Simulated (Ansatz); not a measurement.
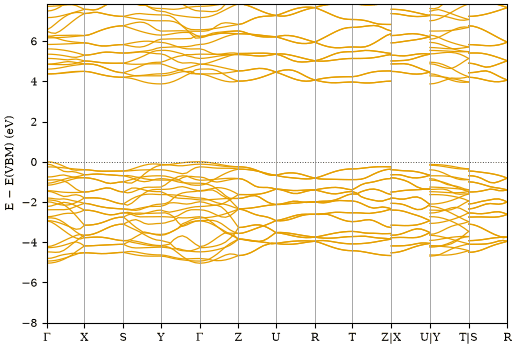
Figure: Band structure from PBE (plane waves, PAW; program Ansatz)

The gap is 3.86 eV; an edge lies off the plotted path or next to a special point (maximum at Γ, minimum off the standard path).

Pick the material that matches.
A) HfO2, Pca2_1 (Hf on 4a, O on 4a, O on 4a)
B) ZrO2, Pca2_1 (Zr on 4a, O on 4a, O on 4a)
C) SrHfN2, Pna2_1 (Sr on 4a, Hf on 4a, N on 4a, N on 4a)
D) CaZrN2, Pna2_1 (Ca on 4a, Zr on 4a, N on 4a, N on 4a)

B, ZrO2, Pca2_1 (Zr on 4a, O on 4a, O on 4a)

Symmetry was held in the PBE relaxation. No spin polarisation was allowed. Spin–orbit coupling is left out wherever it is not named.

Potentials: the earlier of the program's two PAW sets.
